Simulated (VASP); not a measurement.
Band structure of HgO (space group F-43m). These are PBE GGA, VASP's PBE PAW potentials (set 64) (plane waves; VASP) values and carry that method's errors.

Unless said otherwise, spin-orbit coupling is left out, though it shifts the bands of the heavy elements here.

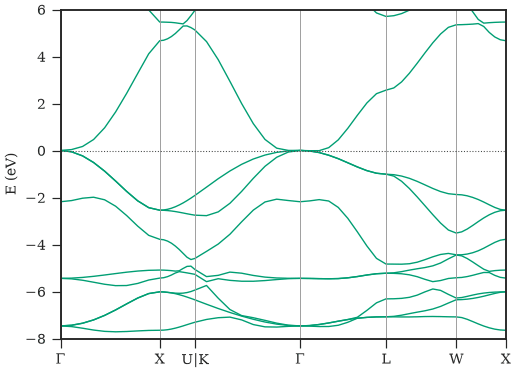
Figure. Bands along high-symmetry lines, zero at the valence-band maximum or, without a gap, the Fermi level

**Question.** Read the plot: is there a gap, and where are the band edges?

**Answer.** It has no gap at this level: it comes out as a metal or semimetal.

The structure was generated: HgO was put into an ordered model structure, which need not be its known phase. The cell was not relaxed at this level.
